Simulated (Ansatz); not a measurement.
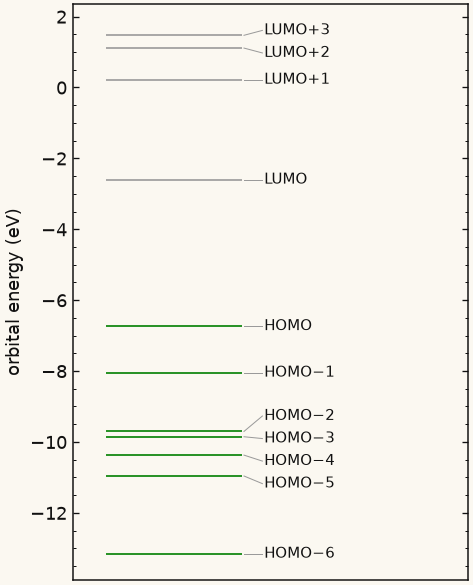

Kohn-Sham orbital energies near the frontier, r2SCAN/def2-TZVPP with the Ansatz code, at a PBE0-D4/def2-TZVP geometry (a minimum by its frequencies), isolated molecule; empty levels in grey, levels within 0.03 eV side by side.

Which molecule has this level scheme?
A. C₂H₉BS, SMILES C[BH-](C)[SH2+]
B. CH₃F₂Ga, SMILES F[CH](F)[GaH2], singlet
C. GaN₂H₄Br, SMILES [NH2][Ga]([NH2])[Br], singlet

Answer. Option B. HOMO −6.74 eV, LUMO −2.60 eV, separation 4.13 eV.

Known limits of this run: no scalar relativity up to krypton; empty levels above zero depend strongly on the basis.
